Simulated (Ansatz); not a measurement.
# Si(NH2)Cl3 (Cl₃H₂NSi): a short trajectory

Aim: follow Si(NH2)Cl3 (Cl₃H₂NSi) for 15 steps at constant energy (1000 K) and see how far bonds stretch and how energy moves between motion and potential.

Program: Ansatz 0.2.0, Gaussian basis. Level of theory: r2SCAN/def2-SVP. These are calculated values, not measurements.

### Step 1. The relaxed structure

An earlier PBE-D4/def2-SVP relaxation fixed the geometry.

7 atoms, charge 0, spin multiplicity 1.

Atoms are counted from 1 here; the program's logs count them from 0.

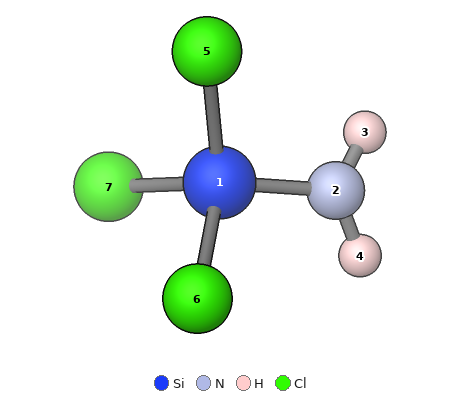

The geometry (silicon blue, nitrogen light blue, hydrogen pink, chlorine green); atoms are numbered from 1 in the order of the file.

### Step 2. The run

File in.yaml:

```yaml
crystal:
  periodic: [false, false, false]
  atoms:
    - {symbol: Si, position_ang: [0.005738, 0.012951, -0.569232]}
    - {symbol: N, position_ang: [0.084544, 0.151173, 1.134097]}
    - {symbol: H, position_ang: [0.718648, -0.458086, 1.656335]}
    - {symbol: H, position_ang: [-0.767305, 0.360170, 1.660104]}
    - {symbol: Cl, position_ang: [1.935347, -0.021649, -1.292388]}
    - {symbol: Cl, position_ang: [-1.033314, 1.638696, -1.293554]}
    - {symbol: Cl, position_ang: [-0.943658, -1.683255, -1.295362]}
basis:
  gaussian: {orbitals: def2-SVP}
hamiltonian: {xc: {name: r2SCAN}}
md: {timestep: 0.5 fs, n_steps: 15, ensemble: nve, temperature: 1000, initial_velocities: maxwell_boltzmann, seed: 428}
scf: {omitted_lower_state_checks: [starts]}
```

On the command line:

```
$ ansatz run in.yaml --threads 4 --pin off --events-out ev --progress --plain --max-ram 3916MiB
```

What it wrote:

```text
Functional definition: r2SCAN
  name "r2SCAN"
  cite "Furness, Kaplan, Ning, Perdew & Sun, J. Phys. Chem. Lett. 11, 8208 (2020) doi:10.1021/acs.jpclett.0c02405"
  cite "Furness, Kaplan, Ning, Perdew & Sun, J. Phys. Chem. Lett. 11, 9248 (2020) doi:10.1021/acs.jpclett.0c03077"
  parent r2scan
  parameter k0 = 0.174
  parameter k1 = 0.065
  parameter a1 = 4.9479
  exchange = r2scan_x(k0 = k0, k1 = k1, a1 = a1)
  correlation = r2scan_c
these checks for a lower state are left out or cut short: starts
1069 factors; their error is unknown
mean field evaluation 1: about -46948.2877 eV, gradient 5.5e1 eV
mean field evaluation 2: about -46932.7811 eV, gradient 9.3e1 eV
mean field evaluation 4: about -46954.2290 eV, gradient 3.5e0 eV
mean field evaluation 8: about -46954.2544 eV, gradient 6.6e-2 eV
mean field evaluation 16: about -46954.1765 eV, gradient 8.4e-6 eV
mean field -46954.17654265 eV, -1725.5341612585 hartree, gradient 8.7e-6 eV, S^2 0.000000; 0 other end points of the search recorded, 0 dependent functions left out
the calculation of the forces begins
reference -46954.17654944 eV, -1725.5341615080 hartree; 37, 37 occupied and 59, 59 virtual orbitals, 1069 factors
md step     0: t =     0.00 fs  T =  1000.0 K  F+E_penalty+E_count = -46954.17654265 eV  E_kin = 0.646300 eV  conserved = -46953.53024266 eV  (27 SCF iters)
these checks for a lower state are left out or cut short: starts, cluster_reference, orbital_swaps, neighbouring_geometries, increment
1069 factors; their error is unknown
mean field -46954.16290270 eV, -1725.5336599994 hartree, gradient 2.3e-5 eV, S^2 0.000000; 0 other end points of the search recorded, 0 dependent functions left out
the calculation of the forces begins
reference -46954.16290946 eV, -1725.5336602479 hartree; 37, 37 occupied and 59, 59 virtual orbitals, 1069 factors
md step     1: t =     0.50 fs  T =   978.5 K  F+E_penalty+E_count = -46954.16290270 eV  E_kin = 0.632421 eV  conserved = -46953.53048171 eV  (29 SCF iters)
these checks for a lower state are left out or cut short: starts, cluster_reference, orbital_swaps, neighbouring_geometries, increment
1069 factors; their error is unknown
mean field -46954.09860927 eV, -1725.5312972597 hartree, gradient 2.2e-5 eV, S^2 0.000000; 0 other end points of the search recorded, 0 dependent functions left out
the calculation of the forces begins
reference -46954.09861601 eV, -1725.5312975072 hartree; 37, 37 occupied and 59, 59 virtual orbitals, 1069 factors
md step     2: t =     1.00 fs  T =   881.7 K  F+E_penalty+E_count = -46954.09860927 eV  E_kin = 0.569866 eV  conserved = -46953.52874313 eV  (29 SCF iters)
these checks for a lower state are left out or cut short: starts, cluster_reference, orbital_swaps, neighbouring_geometries, increment
1069 factors; their error is unknown
mean field evaluation 32: about -46954.0892 eV, gradient 1.5e0 eV
mean field -46954.01316479 eV, -1725.5281572329 hartree, gradient 2.1e-5 eV, S^2 0.000000; 0 other end points of the search recorded, 0 dependent functions left out
the calculation of the forces begins
reference -46954.01317151 eV, -1725.5281574796 hartree; 37, 37 occupied and 59, 59 virtual orbitals, 1069 factors
md step     3: t =     1.50 fs  T =   754.5 K  F+E_penalty+E_count = -46954.01316479 eV  E_kin = 0.487646 eV  conserved = -46953.52551902 eV  (29 SCF iters)
these checks for a lower state are left out or cut short: starts, cluster_reference, orbital_swaps, neighbouring_geometries, increment
1069 factors; their error is unknown
mean field -46953.95624744 eV, -1725.5260655588 hartree, gradient 2.1e-5 eV, S^2 0.000000; 0 other end points of the search recorded, 0 dependent functions left out
the calculation of the forces begins
reference -46953.95625414 eV, -1725.5260658052 hartree; 37, 37 occupied and 59, 59 virtual orbitals, 1069 factors
md step     4: t =     2.00 fs  T =   670.1 K  F+E_penalty+E_count = -46953.95624744 eV  E_kin = 0.433096 eV  conserved = -46953.52315169 eV  (29 SCF iters)
these checks for a lower state are left out or cut short: starts, cluster_reference, orbital_swaps, neighbouring_geometries, increment
1069 factors; their error is unknown
mean field -46953.96304927 eV, -1725.5263155215 hartree, gradient 2.1e-5 eV, S^2 0.000000; 0 other end points of the search recorded, 0 dependent functions left out
the calculation of the forces begins
reference -46953.96305598 eV, -1725.5263157680 hartree; 37, 37 occupied and 59, 59 virtual orbitals, 1069 factors
md step     5: t =     2.50 fs  T =   679.6 K  F+E_penalty+E_count = -46953.96304927 eV  E_kin = 0.439248 eV  conserved = -46953.52380089 eV  (29 SCF iters)
these checks for a lower state are left out or cut short: starts, cluster_reference, orbital_swaps, neighbouring_geometries, increment
1069 factors; their error is unknown
mean field -46954.02400598 eV, -1725.5285556392 hartree, gradient 2.1e-5 eV, S^2 0.000000; 0 other end points of the search recorded, 0 dependent functions left out
the calculation of the forces begins
reference -46954.02401270 eV, -1725.5285558861 hartree; 37, 37 occupied and 59, 59 virtual orbitals, 1069 factors
md step     6: t =     3.00 fs  T =   769.3 K  F+E_penalty+E_count = -46954.02400598 eV  E_kin = 0.497225 eV  conserved = -46953.52678134 eV  (29 SCF iters)
these checks for a lower state are left out or cut short: starts, cluster_reference, orbital_swaps, neighbouring_geometries, increment
1069 factors; their error is unknown
mean field evaluation 64: about -46954.0942 eV, gradient 5.6e-4 eV
mean field -46954.09424606 eV, -1725.5311369145 hartree, gradient 2.2e-5 eV, S^2 0.000000; 0 other end points of the search recorded, 0 dependent functions left out
the calculation of the forces begins
reference -46954.09425280 eV, -1725.5311371623 hartree; 37, 37 occupied and 59, 59 virtual orbitals, 1069 factors
md step     7: t =     3.50 fs  T =   873.8 K  F+E_penalty+E_count = -46954.09424606 eV  E_kin = 0.564736 eV  conserved = -46953.52951021 eV  (29 SCF iters)
these checks for a lower state are left out or cut short: starts, cluster_reference, orbital_swaps, neighbouring_geometries, increment
1069 factors; their error is unknown
mean field -46954.13044129 eV, -1725.5324670645 hartree, gradient 2.3e-5 eV, S^2 0.000000; 0 other end points of the search recorded, 0 dependent functions left out
the calculation of the forces begins
reference -46954.13044806 eV, -1725.5324673135 hartree; 37, 37 occupied and 59, 59 virtual orbitals, 1069 factors
md step     8: t =     4.00 fs  T =   928.4 K  F+E_penalty+E_count = -46954.13044129 eV  E_kin = 0.600033 eV  conserved = -46953.53040814 eV  (29 SCF iters)
these checks for a lower state are left out or cut short: starts, cluster_reference, orbital_swaps, neighbouring_geometries, increment
1069 factors; their error is unknown
mean field -46954.11550976 eV, -1725.5319183411 hartree, gradient 2.3e-5 eV, S^2 0.000000; 0 other end points of the search recorded, 0 dependent functions left out
the calculation of the forces begins
reference -46954.11551657 eV, -1725.5319185912 hartree; 37, 37 occupied and 59, 59 virtual orbitals, 1069 factors
md step     9: t =     4.50 fs  T =   906.5 K  F+E_penalty+E_count = -46954.11550976 eV  E_kin = 0.585861 eV  conserved = -46953.52964874 eV  (29 SCF iters)
these checks for a lower state are left out or cut short: starts, cluster_reference, orbital_swaps, neighbouring_geometries, increment
1069 factors; their error is unknown
mean field -46954.05817565 eV, -1725.5298113515 hartree, gradient 2.3e-5 eV, S^2 0.000000; 0 other end points of the search recorded, 0 dependent functions left out
the calculation of the forces begins
reference -46954.05818249 eV, -1725.5298116027 hartree; 37, 37 occupied and 59, 59 virtual orbitals, 1069 factors
md step    10: t =     5.00 fs  T =   820.1 K  F+E_penalty+E_count = -46954.05817565 eV  E_kin = 0.530057 eV  conserved = -46953.52811860 eV  (29 SCF iters)
these checks for a lower state are left out or cut short: starts, cluster_reference, orbital_swaps, neighbouring_geometries, increment
1069 factors; their error is unknown
mean field -46953.98051429 eV, -1725.5269573489 hartree, gradient 2.2e-5 eV, S^2 0.000000; 0 other end points of the search recorded, 0 dependent functions left out
the calculation of the forces begins
reference -46953.98052115 eV, -1725.5269576011 hartree; 37, 37 occupied and 59, 59 virtual orbitals, 1069 factors
md step    11: t =     5.50 fs  T =   702.4 K  F+E_penalty+E_count = -46953.98051429 eV  E_kin = 0.453962 eV  conserved = -46953.52655233 eV  (30 SCF iters)
these checks for a lower state are left out or cut short: starts, cluster_reference, orbital_swaps, neighbouring_geometries, increment
1069 factors; their error is unknown
mean field evaluation 96: about -46953.9883 eV, gradient 3.0e-3 eV
mean field -46953.90645073 eV, -1725.5242355635 hartree, gradient 2.2e-5 eV, S^2 0.000000; 0 other end points of the search recorded, 0 dependent functions left out
the calculation of the forces begins
reference -46953.90645761 eV, -1725.5242358164 hartree; 37, 37 occupied and 59, 59 virtual orbitals, 1069 factors
md step    12: t =     6.00 fs  T =   589.7 K  F+E_penalty+E_count = -46953.90645073 eV  E_kin = 0.381110 eV  conserved = -46953.52534107 eV  (29 SCF iters)
these checks for a lower state are left out or cut short: starts, cluster_reference, orbital_swaps, neighbouring_geometries, increment
1069 factors; their error is unknown
mean field -46953.85506729 eV, -1725.5223472570 hartree, gradient 2.1e-5 eV, S^2 0.000000; 0 other end points of the search recorded, 0 dependent functions left out
the calculation of the forces begins
reference -46953.85507419 eV, -1725.5223475103 hartree; 37, 37 occupied and 59, 59 virtual orbitals, 1069 factors
md step    13: t =     6.50 fs  T =   511.3 K  F+E_penalty+E_count = -46953.85506729 eV  E_kin = 0.330431 eV  conserved = -46953.52463639 eV  (29 SCF iters)
these checks for a lower state are left out or cut short: starts, cluster_reference, orbital_swaps, neighbouring_geometries, increment
1069 factors; their error is unknown
mean field -46953.83766157 eV, -1725.5217076083 hartree, gradient 2.1e-5 eV, S^2 0.000000; 0 other end points of the search recorded, 0 dependent functions left out
the calculation of the forces begins
reference -46953.83766846 eV, -1725.5217078616 hartree; 37, 37 occupied and 59, 59 virtual orbitals, 1069 factors
md step    14: t =     7.00 fs  T =   484.6 K  F+E_penalty+E_count = -46953.83766157 eV  E_kin = 0.313178 eV  conserved = -46953.52448360 eV  (29 SCF iters)
these checks for a lower state are left out or cut short: starts, cluster_reference, orbital_swaps, neighbouring_geometries, increment
1069 factors; their error is unknown
mean field -46953.85669430 eV, -1725.5224070483 hartree, gradient 2.2e-5 eV, S^2 0.000000; 0 other end points of the search recorded, 0 dependent functions left out
the calculation of the forces begins
reference -46953.85670119 eV, -1725.5224073014 hartree; 37, 37 occupied and 59, 59 virtual orbitals, 1069 factors
these checks for a lower state are left out or cut short: starts
1069 factors; their error is unknown
mean field -46953.85669430 eV, -1725.5224070483 hartree, gradient 2.1e-5 eV, S^2 0.000000; 0 other end points of the search recorded, 0 dependent functions left out
the calculation of the forces begins
reference -46953.85670119 eV, -1725.5224073014 hartree; 37, 37 occupied and 59, 59 virtual orbitals, 1069 factors
md step    15: t =     7.50 fs  T =   513.4 K  F+E_penalty+E_count = -46953.85669430 eV  E_kin = 0.331796 eV  conserved = -46953.52489793 eV  (14 SCF iters)
Total energy: -46953.85670119 eV, -1725.5224073014 hartree
Atom 0 at    -0.033243     0.065051    -0.578276 Å, force     1.093233    -1.655050    -1.112080 eV/Å
Atom 1 at     0.111643     0.116261     1.076763 Å, force     1.199564    -1.458421     3.933117 eV/Å
Atom 2 at     0.972774    -0.394575     1.563620 Å, force    -2.412042     1.479701    -1.595243 eV/Å
Atom 3 at    -0.710453     0.055190     1.741115 Å, force     1.160955     0.202273    -1.177702 eV/Å
Atom 4 at     1.954400    -0.031695    -1.270463 Å, force    -0.815285     0.191170     0.139653 eV/Å
Atom 5 at    -1.037807     1.645362    -1.295923 Å, force    -0.388853     0.559467    -0.315100 eV/Å
Atom 6 at    -0.946886    -1.700491    -1.284766 Å, force     0.162428     0.680860     0.127354 eV/Å
Dipole moment:    -0.089072    -0.001422     0.595050 e Å
Checks for a lower state left out: starts
```

Run time: 52 s. Hardware: 4 threads of Intel Xeon at 2.50GHz, shared host.

### Step 3. The trajectory

Step by step, with energies from the first frame:

```tsv
time (fs)	T (K)	potential (meV)	conserved (meV)	N2–H3 (Å)
0.0	1000	0.0	0.00	1.023
0.5	979	13.6	-0.24	0.992
1.0	882	77.9	1.50	0.964
1.5	755	163.4	4.72	0.944
2.0	670	220.3	7.09	0.934
2.5	680	213.5	6.44	0.937
3.0	769	152.5	3.46	0.953
3.5	874	82.3	0.73	0.977
4.0	928	46.1	-0.16	1.007
4.5	906	61.0	0.59	1.038
5.0	820	118.4	2.12	1.067
5.5	702	196.0	3.69	1.092
6.0	590	270.1	4.90	1.109
6.5	511	321.5	5.61	1.119
7.0	485	338.9	5.76	1.120
7.5	513	319.8	5.34	1.113
```

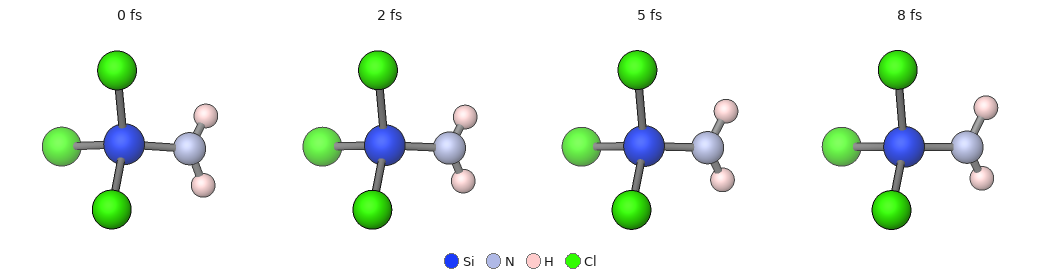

Four frames; sticks are those of the first frame.

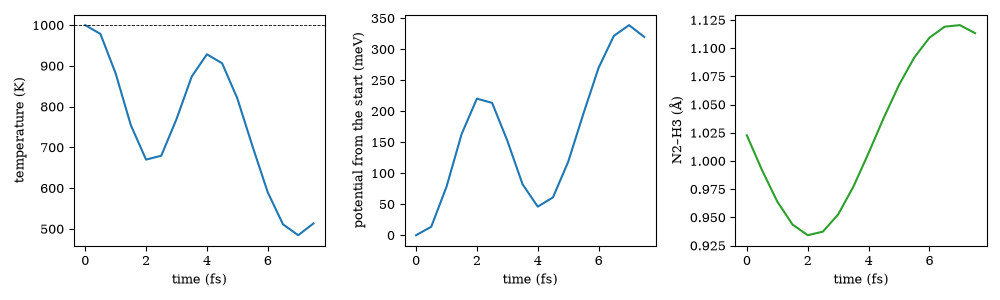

Temperature (the set value dashed), potential energy and the bond that swings most.

Positions (Å) and forces (eV/Å) at 7.5 fs:

```xyz
7

Si   -0.033    0.065   -0.578    1.093   -1.655   -1.112
N     0.112    0.116    1.077    1.200   -1.458    3.933
H     0.973   -0.395    1.564   -2.412    1.480   -1.595
H    -0.710    0.055    1.741    1.161    0.202   -1.178
Cl    1.954   -0.032   -1.270   -0.815    0.191    0.140
Cl   -1.038    1.645   -1.296   -0.389    0.559   -0.315
Cl   -0.947   -1.700   -1.285    0.162    0.681    0.127
```

### Step 4. Summary of results

```
                              quantity                          value
                                length             15 steps of 0.5 fs
     temperature, first and last frame                    1000, 513 K
              temperature, second half  mean 682 K, from 485 to 928 K
                swing of the potential                        339 meV
largest change of the conserved energy                       7.09 meV
                        range of N2–H3               0.934 to 1.120 Å
```

**Reading.** The temperature starts at 1000 K and ranges from 485 to 1000 K; in so small a system it swings widely. The conserved energy moves by 7.09 meV, 2.1 % of the potential's swing, so the step is short enough for this stretch. N2–H3 swings most, by 0.19 Å; no bond breaks. A run of 8 fs gives no averages.
